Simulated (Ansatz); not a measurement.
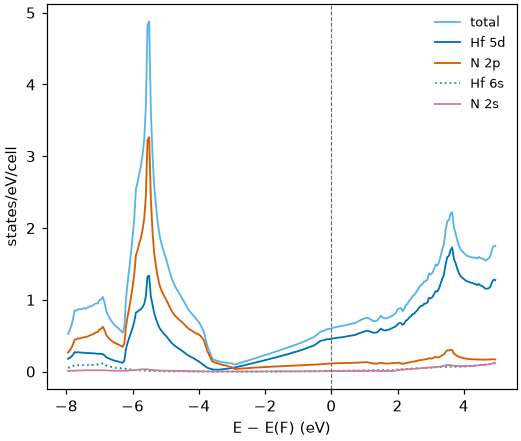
Total and projected density of states of HfN (rock salt, Fm-3m), the program Ansatz at the PBEsol level (PAW)

**Question.** Which orbitals carry the states next to the Fermi level?

**Answer.** Within 0.5 eV of the Fermi level: Hf 5d 76 %, N 2p 19 %. Projections are on Löwdin-orthogonalised atomic valence shells; empty p or d shells of many metals are not among them.

**Question.** Where is the tallest occupied peak in this window, and what makes it?

**Answer.** Near -5.5 eV, about 4.9 states/eV per cell; the largest projected share is N 2p.

Symmetry was held in the PBEsol relaxation. The run is not spin-polarised. With an odd number of electrons in the cell and no spin polarisation, the count alone makes it a metal. Scalar-relativistic: spin–orbit coupling is off unless named, which matters more the heavier the elements.

Potentials: the earlier of the program's two PAW sets. The files were generated under PBE; for other functionals the program regenerates the frozen cores, and for LDA and PBEsol the local potential too.
